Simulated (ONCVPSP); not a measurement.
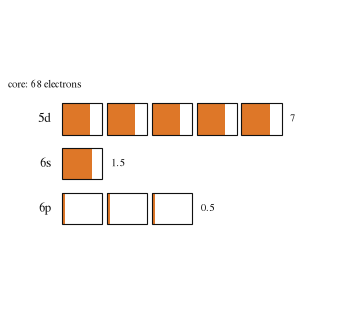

The valence shells of the reference configuration: a box for each of the 2l + 1 orbitals, shaded by the share of the shell that is filled, with the electron count at the right.

## Pseudopotential generation for Ir (part 1 of 2)

System: iridium (Ir, Z = 77), core [Xe] 4f14, reference valence 5d7 6s1.5 6p0.5, valence charge 9.
Method: ONCV potential, PBEsol, fully relativistic, made with ONCVPSP 4.0.1.

**Input file**
```
# ATOM AND REFERENCE CONFIGURATION
# atsym  z   nc   nv     iexc    psfile
  Ir 77.00   12    3  -116133      upf
#
#   n    l    f
    1    0    2.00
    2    0    2.00
    2    1    6.00
    3    0    2.00
    3    1    6.00
    3    2   10.00
    4    0    2.00
    4    1    6.00
    4    2   10.00
    4    3   14.00
    5    0    2.00
    5    1    6.00
    5    2    7.00
    6    0    1.50
    6    1    0.50
#
# PSEUDOPOTENTIAL AND OPTIMIZATION
# lmax
    2
#
#   l,   rc,      ep,       ncon, nbas, qcut
    0    2.40    0.00    4    8    2.30
    1    2.95    0.00    4    7    3.30
    2    2.12    0.00    5   10    8.40
#
# LOCAL POTENTIAL
# lloc, lpopt,  rc(5),   dvloc0
    4    5    1.75    3.00
#
# VANDERBILT-KLEINMAN-BYLANDER PROJECTORs
# l, nproj, debl
    0    2    3.90
    1    2    2.10
    2    1    1.90
#
# MODEL CORE CHARGE
# icmod, fcfact, rcfact
    3    3.25    1.40
#
# LOG DERIVATIVE ANALYSIS
# epsh1, epsh2, depsh
   -2.00    5.00    0.02
#
# OUTPUT GRID
# rlmax, drl
    6.00    0.01
#
# TEST CONFIGURATIONS
# ncnf
    4
# nvcnf
#   n    l    f
    3
    5    2    7.00
    6    0    2.00
    6    1    0.00
#
    3
    5    2    7.00
    6    0    1.00
    6    1    0.00
#
    3
    5    2    7.00
    6    0    0.00
    6    1    0.00
#
    3
    5    2    8.00
    6    0    1.00
    6    1    0.00
#
```

Hardware: 1 CPU thread, shared host.

Launched with:
```bash
oncvpspr.x < Ir.dat > Ir.out
```

**Output (extracts)**
```
ONCVPSP  (Optimized Norm-Conservinng Vanderbilt PSeudopotential)
relativistic version 4.0.1

#   n    l    f        energy (Ha)
    1    0    2.00    -2.7927633D+03
    2    0    2.00    -4.8821633D+02
    2    1    6.00    -4.0787455D+02    -4.6766207D+02
    3    0    2.00    -1.1419925D+02
    3    1    6.00    -9.1908275D+01    -1.0499793D+02
    3    2   10.00    -7.3724051D+01    -7.6553149D+01
    4    0    2.00    -2.4376856D+01
    4    1    6.00    -1.7398119D+01    -2.0497430D+01
    4    2   10.00    -1.0466855D+01    -1.1042079D+01
    4    3   14.00    -2.2657904D+00    -2.3804571D+00
    5    0    2.00    -3.6299960D+00
    5    1    6.00    -1.9095499D+00    -2.4107782D+00
    5    2    7.00    -2.7991689D-01    -3.2550169D-01
    6    0    1.50    -2.5962343D-01
    6    1    0.50    -5.5551772D-02    -7.9773928D-02

Reference configufation results
  iterations    29
  all-electron total energy (Ha)   -1.78528628D+04

Begin loop to  construct optimized pseudo wave functions
and semi-local pseudopoentials for all angular momenta

   Wellstate for l =  0  n =  9 kap= -1
     eigenvalue =   3.6404
     asymptotic potential =   4.1404
     half-point radius =  4.3403

Calculating optimized projector #   1

 for l=   0

    Fraction of norm inside rc  0.371035
    Optimizing pswf for qcut=   2.29 a_B^-1,  ecut=   2.63 Ha
    Residual kinetic energy error=  8.53D-03 Ha

    Energy error per electron        Cutoff
         Ha          eV             Ha
         0.01000     0.27211        2.51
         0.00100     0.02721       13.66
         0.00010     0.00272       28.21
         0.00001     0.00027       32.94

Calculating optimized projector #   2

 for l=   0

    Fraction of norm inside rc  0.125683
    Optimizing pswf for qcut=   2.29 a_B^-1,  ecut=   2.63 Ha
    Residual kinetic energy error=  4.31D-01 Ha

    Energy error per electron        Cutoff
         Ha          eV             Ha
         0.01000     0.27211       17.80
         0.00100     0.02721       36.43
         0.00010     0.00272       41.82
         0.00001     0.00027       51.19

   Wellstate for l =  1  n =  8 kap= -2
     eigenvalue =   2.0444
     asymptotic potential =   2.5444
     half-point radius =  4.7645

Calculating optimized projector #   1

 for l=   1

    Fraction of norm inside rc  0.188795
    Optimizing pswf for qcut=   3.30 a_B^-1,  ecut=   5.45 Ha
    Residual kinetic energy error=  3.84D-06 Ha

    Energy error per electron        Cutoff
         Ha          eV             Ha
         0.01000     0.27211        0.68
         0.00100     0.02721        2.85
         0.00010     0.00272        4.10
         0.00001     0.00027        5.23

Calculating optimized projector #   2

 for l=   1

    Fraction of norm inside rc  0.200459
    Optimizing pswf for qcut=   3.30 a_B^-1,  ecut=   5.45 Ha
    Residual kinetic energy error=  1.97D-03 Ha

    Energy error per electron        Cutoff
         Ha          eV             Ha
         0.01000     0.27211        4.87
         0.00100     0.02721        5.93
         0.00010     0.00272       14.24
         0.00001     0.00027       24.09

   Wellstate for l =  1  n =  8 kap=  1
     eigenvalue =   2.0202

Calculating optimized projector #   1

 for l=   1

    Fraction of norm inside rc  0.292516
    Optimizing pswf for qcut=   3.30 a_B^-1,  ecut=   5.45 Ha
    Residual kinetic energy error=  4.06D-05 Ha

    Energy error per electron        Cutoff
         Ha          eV             Ha
         0.01000     0.27211        0.89
         0.00100     0.02721        3.48
         0.00010     0.00272        5.04
         0.00001     0.00027       10.81

Calculating optimized projector #   2

 for l=   1

    Fraction of norm inside rc  0.222546
    Optimizing pswf for qcut=   3.30 a_B^-1,  ecut=   5.45 Ha
    Residual kinetic energy error=  4.52D-03 Ha

    Energy error per electron        Cutoff
         Ha          eV             Ha
         0.01000     0.27211        5.03
         0.00100     0.02721        6.33
         0.00010     0.00272       18.22
         0.00001     0.00027       21.60

Calculating optimized projector #   1

 for l=   2

    Fraction of norm inside rc  0.753703
    Optimizing pswf for qcut=   8.40 a_B^-1,  ecut=  35.32 Ha
    Residual kinetic energy error=  4.84D-09 Ha

    Energy error per electron        Cutoff
         Ha          eV             Ha
         0.01000     0.27211       13.68
         0.00100     0.02721       18.04
         0.00010     0.00272       21.85
         0.00001     0.00027       24.96

Calculating optimized projector #   1

 for l=   2

    Fraction of norm inside rc  0.786607
    Optimizing pswf for qcut=   8.40 a_B^-1,  ecut=  35.32 Ha
    Residual kinetic energy error=  3.26D-09 Ha

    Energy error per electron        Cutoff
         Ha          eV             Ha
         0.01000     0.27211       14.56
         0.00100     0.02721       18.98
         0.00010     0.00272       22.89
         0.00001     0.00027       26.11

Construct Vanderbilt / Kleinmman-Bylander projectors

B matrix Hermiticity error, ll=  0  kap= -1
   1   2    2.0955D-04

  Orthonormal projector coefficients  6.9224E+00  1.5860E+00

B matrix Hermiticity error, ll=  1  kap= -2
   1   2   -7.4460D-05

  Orthonormal projector coefficients  2.8450E+00  3.7109E-01

B matrix Hermiticity error, ll=  1  kap=  1
   1   2   -8.6420D-05

  Orthonormal projector coefficients  2.9605E+00  4.5740E-01

 Orthonormal scalar projector coefficients, l =  1
  2.8547E+00  4.0023E-01  2.7721E-02  6.6927E-04

 Orthonormal spin-orbit projector coefficients, l =  1
 -4.9489E-01  2.9471E-01  7.3549E-02 -7.9046E-03

 Orthonormal scalar projector coefficients, l =  2
 -2.3043E+00 -6.0944E-04

 Orthonormal spin-orbit projector coefficients, l =  2
  9.3857E-02 -9.9751E-03

Model core correction analysis
  based on d2Exc/dn_idn_j

d2excae - all-electron derivatives

   -1.456301D-02   -8.593495D-03   -3.712422D-03
   -8.592852D-03   -1.899644D-02   -1.465232D-02
   -3.711255D-03   -1.464877D-02   -2.335182D-02

d2excps - pseudofunction derivatives with no core correction

   -2.904801D-02   -1.294600D-02   -5.152653D-03
   -1.294448D-02   -2.456168D-02   -1.874385D-02
   -5.150318D-03   -1.874118D-02   -2.873984D-02

rms 2nd derivative error    6.194375E-03

rmatch, rhocmatch    1.4254    2.4641

Teter function model core charge with specified parameters

d2excps - pseudofunction derivatives with core correction

   -2.100486D-02   -1.157278D-02   -4.933142D-03
   -1.157123D-02   -2.413217D-02   -1.870979D-02
   -4.930813D-03   -1.870690D-02   -2.875714D-02

rms 2nd derivative error    4.092625E-03

Pseudoatom total energy  -20.270167

Diagnostic tests using Vanderbilt-Kleinman-Bylander pseudopotentials
  relativistic with J = L +/- 1/2 projectors

   l  kap   rcore       rmatch      e in        delta e    norm test   slope test

   0  -1   2.4129590   2.4862217  -0.2596234  -0.0000009   1.0000167   1.0000372
   0  -1   2.4129590   2.4862217   3.6403766   0.0000761   0.9999943   0.9999943

   1  -2   2.9572040   3.0469911  -0.0555518  -0.0000001   1.0000083   1.0000029
   1   1   2.9572040   3.0469911  -0.0797739   0.0000005   1.0000128   1.0000444
   1  -2   2.9572040   3.0469911   2.0444482   0.0000197   1.0002106   1.0002106
   1   1   2.9572040   3.0469911   1.9763608   0.0000222   1.0001779   1.0001779

   2  -3   2.1281015   2.1927153  -0.2799169  -0.0000026   0.9999970   1.0000121
   2   2   2.1281015   2.1927153  -0.3255017   0.0000003   1.0000007   0.9999976

Diagnostic tests using Vanderbilt-Kleinman-Bylander pseudopotentials
  relativistic with scalar and spin-orbit non-local projectors

   l  kap   rcore       rmatch      e in        delta e    norm test   slope test

   0  -1   2.4129590   2.4862217  -0.2596234  -0.0000009   1.0000167   1.0000372
   0  -1   2.4129590   2.4862217   3.6403766   0.0000761   0.9999943   0.9999943

   1  -2   2.9572040   3.0469911  -0.0555518  -0.0000070   0.9999579   1.0002804
   1   1   2.9572040   3.0469911  -0.0797739  -0.0000101   0.9999759   1.0058144
   1  -2   2.9572040   3.0469911   2.0444482   0.0000197   1.0002101   1.0002101
   1   1   2.9572040   3.0469911   1.9763608   0.0000214   1.0001813   1.0001813

   2  -3   2.1281015   2.1927153  -0.2799169   0.0000533   0.9999750   1.0001130
   2   2   2.1281015   2.1927153  -0.3255017   0.0000566   0.9999777   1.0000789

Ghost test for J = L + 1/2

 Testing for bound ghosts
   n   l    E NL Schr. Eq   E Basis Diag.   E Cutoff

   1   0       -0.259624       -0.257649     44.77

   2   1       -0.055552       -0.046916     25.23

   3   2       -0.279919       -0.279432     97.99

 Testing for highly-localized positive-energy ghosts
       l    <radius>/rc     E Basis Diag.   E Cutoff

       0        0.324203        3.019591     44.77  WARNING - GHOST(+)

       1        0.730163        3.085218     25.23  WARNING - GHOST(+)

Ghost test for J = L - 1/2

 Testing for bound ghosts
   n   l    E NL Schr. Eq   E Basis Diag.   E Cutoff

   1   0       -0.259624       -0.257649     44.77

   2   1       -0.079773       -0.075272     25.23

   3   2       -0.325501       -0.325201     97.99

 Testing for highly-localized positive-energy ghosts
       l    <radius>/rc     E Basis Diag.   E Cutoff

       0        0.324203        3.019591     44.77  WARNING - GHOST(+)

       1        0.823785        3.426861     25.23  WARNING - GHOST(+)

Test configuration 0

   n   l kap    f        eae           eps        diff
   1   0  -1  2.0000-2792.76329415
   2   0  -1  2.0000 -488.21632560
   2   1  -2  4.0000 -407.87454867
   2   1   1  2.0000 -467.66207179
   3   0  -1  2.0000 -114.19924526
   3   1  -2  4.0000  -91.90827526
   3   1   1  2.0000 -104.99793100
   3   2  -3  6.0000  -73.72405061
   3   2   2  4.0000  -76.55314929
   4   0  -1  2.0000  -24.37685553
   4   1  -2  4.0000  -17.39811852
   4   1   1  2.0000  -20.49742992
   4   2  -3  6.0000  -10.46685466
   4   2   2  4.0000  -11.04207864
   4   3  -4  8.0000   -2.26579038
   4   3   3  6.0000   -2.38045710
   5   0  -1  2.0000   -3.62999600
   5   1  -2  4.0000   -1.90954989
   5   1   1  2.0000   -2.41077824
   5   2  -3  4.2000   -0.27991689   -0.27991946   -2.57E-06
   5   2   2  2.8000   -0.32550169   -0.32550136    3.28E-07
   6   0  -1  1.5000   -0.25962343   -0.25962430   -8.64E-07
   6   1  -2  0.3333   -0.05555177   -0.05555189   -1.14E-07
   6   1   1  0.1667   -0.07977393   -0.07977341    5.20E-07

    Total energies and differences
      AE_ref= -1.78528628E+04  AE_tst= -1.78528628E+04  dif=  0.00E+00
      PS_ref= -2.02701666E+01  PS_tst= -2.02701666E+01  dif= -4.62E-14
      PSP excitation error=  4.62E-14

Test configuration 1

   n   l kap    f        eae           eps        diff
   1   0  -1  2.0000-2792.72715213
   2   0  -1  2.0000 -488.18097297
   2   1  -2  4.0000 -407.83921131
   2   1   1  2.0000 -467.62668851
   3   0  -1  2.0000 -114.16371345
   3   1  -2  4.0000  -91.87274338
   3   1   1  2.0000 -104.96240909
   3   2  -3  6.0000  -73.68857980
   3   2   2  4.0000  -76.51768615
   4   0  -1  2.0000  -24.34122340
   4   1  -2  4.0000  -17.36249988
   4   1   1  2.0000  -20.46180487
   4   2  -3  6.0000  -10.43126791
   4   2   2  4.0000  -11.00648817
   4   3  -4  8.0000   -2.23019321
   4   3   3  6.0000   -2.34486092
   5   0  -1  2.0000   -3.59415365
   5   1  -2  4.0000   -1.87348774
   5   1   1  2.0000   -2.37480640
   5   2  -3  4.2000   -0.24644701   -0.24628277    1.64E-04
   5   2   2  2.8000   -0.29156296   -0.29139100    1.72E-04
   6   0  -1  2.0000   -0.23456694   -0.23453084    3.61E-05
   6   1  -2  0.0000   -0.03788915   -0.03788915    0.00E+00
   6   1   1  0.0000   -0.06016774   -0.06016774    0.00E+00

    Total energies and differences
      AE_ref= -1.78528628E+04  AE_tst= -1.78529590E+04  dif= -9.62E-02
      PS_ref= -2.02701666E+01  PS_tst= -2.03663855E+01  dif= -9.62E-02
      PSP excitation error= -2.14E-05

Test configuration 2

   n   l kap    f        eae           eps        diff
   1   0  -1  2.0000-2793.03448490
   2   0  -1  2.0000 -488.48554607
   2   1  -2  4.0000 -408.14380423
   2   1   1  2.0000 -467.93148202
   3   0  -1  2.0000 -114.46862786
   3   1  -2  4.0000  -92.17766564
   3   1   1  2.0000 -105.26731370
   3   2  -3  6.0000  -73.99330295
   3   2   2  4.0000  -76.82239097
   4   0  -1  2.0000  -24.64636961
   4   1  -2  4.0000  -17.66761217
   4   1   1  2.0000  -20.76693557
   4   2  -3  6.0000  -10.73628188
   4   2   2  4.0000  -11.31151370
   4   3  -4  8.0000   -2.53523098
   4   3   3  6.0000   -2.64989505
   5   0  -1  2.0000   -3.89994513
   5   1  -2  4.0000   -2.18050034
   5   1   1  2.0000   -2.68122532
   5   2  -3  4.2000   -0.54640945   -0.54565689    7.53E-04
   5   2   2  2.8000   -0.59307346   -0.59219755    8.76E-04
   6   0  -1  1.0000   -0.50041926   -0.50068240   -2.63E-04
   6   1  -2  0.0000   -0.25335848   -0.25335848    0.00E+00
   6   1   1  0.0000   -0.29145776   -0.29145776    0.00E+00

    Total energies and differences
      AE_ref= -1.78528628E+04  AE_tst= -1.78525938E+04  dif=  2.69E-01
      PS_ref= -2.02701666E+01  PS_tst= -2.00011033E+01  dif=  2.69E-01
      PSP excitation error= -1.09E-04

Test configuration 3

psatom_r: WARNING lschvkbb convergence error n,l,kap,iter=   2   1  -2


ea(ii),et,emin,emax -6.568178E-02 -7.224996E-02 -7.224996E-02 -7.224996E-02
run_config_r: WARNING for fully non-local PS atom,
 WARNING no output for configuration 4

Test configuration 4

   n   l kap    f        eae           eps        diff
   1   0  -1  2.0000-2792.63367820
   2   0  -1  2.0000 -488.08279353
   2   1  -2  4.0000 -407.74107689
   2   1   1  2.0000 -467.52889007
   3   0  -1  2.0000 -114.06650504
   3   1  -2  4.0000  -91.77555623
   3   1   1  2.0000 -104.86516742
   3   2  -3  6.0000  -73.59099033
   3   2   2  4.0000  -76.42005363
   4   0  -1  2.0000  -24.24443758
   4   1  -2  4.0000  -17.26564417
   4   1   1  2.0000  -20.36499068
   4   2  -3  6.0000  -10.33424125
   4   2   2  4.0000  -10.90948188
   4   3  -4  8.0000   -2.13342452
   4   3   3  6.0000   -2.24806444
   5   0  -1  2.0000   -3.50074466
   5   1  -2  4.0000   -1.78711404
   5   1   1  2.0000   -2.28453060
   5   2  -3  4.8000   -0.18441855   -0.18298652    1.43E-03
   5   2   2  3.2000   -0.22657743   -0.22481887    1.76E-03
   6   0  -1  1.0000   -0.20585291   -0.20693106   -1.08E-03
   6   1  -2  0.0000   -0.02744799   -0.02744799    0.00E+00
   6   1   1  0.0000   -0.04539268   -0.04539268    0.00E+00

    Total energies and differences
      AE_ref= -1.78528628E+04  AE_tst= -1.78529712E+04  dif= -1.08E-01
      PS_ref= -2.02701666E+01  PS_tst= -2.03771096E+01  dif= -1.07E-01
      PSP excitation error= -1.52E-03
```

(Continued in part 2.) Outcome of the run: generated, with a spurious state above the valence levels.
